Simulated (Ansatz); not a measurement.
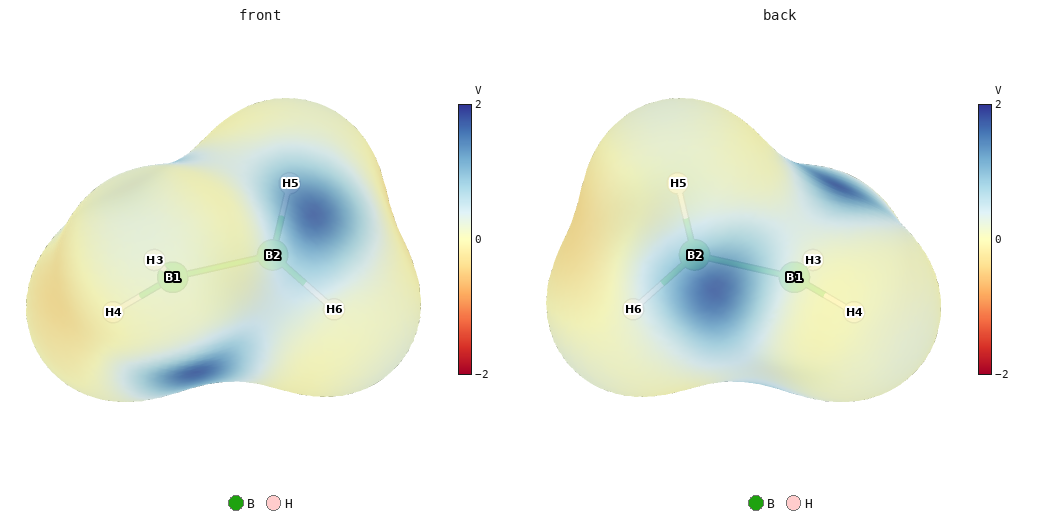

*B2H4. The molecular electrostatic potential painted on the density surface at 0.002 e/bohr³, seen from the front and from behind; the colour scale runs from red (negative) to blue (positive).*

Method: UKS PBE0-D4/def2-SVP in Ansatz.

Input

```
crystal:
  periodic: [false, false, false]
  atoms:
    - { symbol: B, position_ang: [-0.2087, -0.8362, -0.0744] }
    - { symbol: B, position_ang: [0.2382, 0.7761, 0.0785] }
    - { symbol: H, position_ang: [-0.6206, -1.4077, 0.8505] }
    - { symbol: H, position_ang: [-0.2084, -1.2827, -1.1586] }
    - { symbol: H, position_ang: [0.5746, 1.3897, -0.8889] }
    - { symbol: H, position_ang: [0.2671, 1.2968, 1.1468] }
magnetization:
  spin_polarized: true
basis:
  gaussian: { orbitals: def2-SVP }
hamiltonian:
  xc: pbe0
  dispersion: d4
relax:
  f_tol: 0.02
  max_steps: 50
output:
  orbitals: {}
```

Launched as:

```sh
ansatz run input.yaml --threads 1 --pin off --max-ram 2048MiB --backend cpu --events-out ev --progress --plain --runs-dir out
```

The fields are those of the relaxed geometry.

### Which sites attract a positive test charge, and which a negative one?

A positive charge is drawn to the negative regions and a negative charge to the positive ones. The most negative region (about −0.3 V, or −7 kcal/mol for a unit charge) lies over H4, the most positive (about +1.7 V, or +39 kcal/mol for a unit charge) over B1 and B2.
